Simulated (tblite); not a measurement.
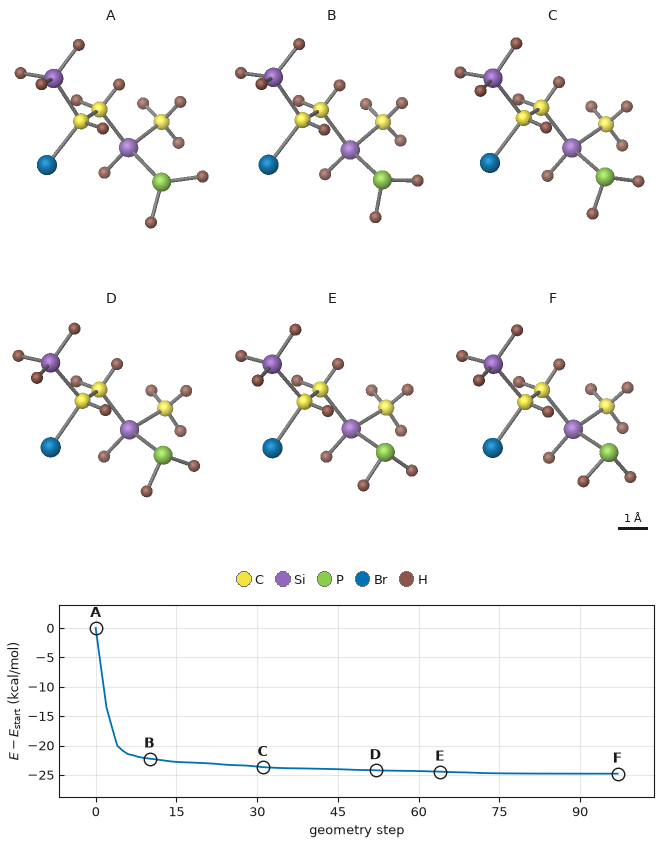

Frames of a relaxation of C3H12BrPSi2, marked on the history of the run. A ball-and-stick model, seen from a free direction.

All numbers below come from GFN2-xTB geometry optimisation, gas phase (tblite). 

**Describe the path.**

Over 97 geometry steps the energy falls by 24.8 kcal/mol. The largest move after the best rigid fit is that of an H atom, 1.07 Å. By element the largest moves are H 1.07 Å, P 0.52 Å, C 0.21 Å, Si 0.20 Å, Br 0.17 Å. Among the contacts that change: H–P 1.470 → 1.382 Å, P–Si 2.173 → 2.252 Å, C–Si 1.853 → 1.919 Å, C–Si 1.875 → 1.913 Å. Among the angles between lasting bonds that change: H–P–H 112.0° → 92.6°, Si–P–H 113.4° → 95.5°, Si–P–H 108.0° → 95.0°. From step 0 to 10: H atoms move most (0.27 Å), energy −22.2 kcal/mol. From step 10 to 31: an H atom moves most (0.31 Å), energy −1.44 kcal/mol. From step 31 to 52: an H atom moves most (0.34 Å), energy −0.54 kcal/mol. From step 52 to 64: an H atom moves most (0.34 Å), energy −0.24 kcal/mol. From step 64 to 97: H atoms move most (0.24 Å), energy −0.34 kcal/mol.

```tsv
step	E − E(0), kcal/mol
0	0.00
1	-6.81
2	-13.49
3	-16.82
4	-20.01
5	-20.87
6	-21.46
7	-21.67
8	-21.96
9	-22.11
10	-22.23
15	-22.79
19	-22.95
24	-23.25
28	-23.42
33	-23.78
37	-23.88
42	-23.97
47	-24.10
51	-24.19
56	-24.29
60	-24.35
65	-24.48
70	-24.62
74	-24.72
79	-24.76
83	-24.78
88	-24.78
92	-24.79
97	-24.79
```
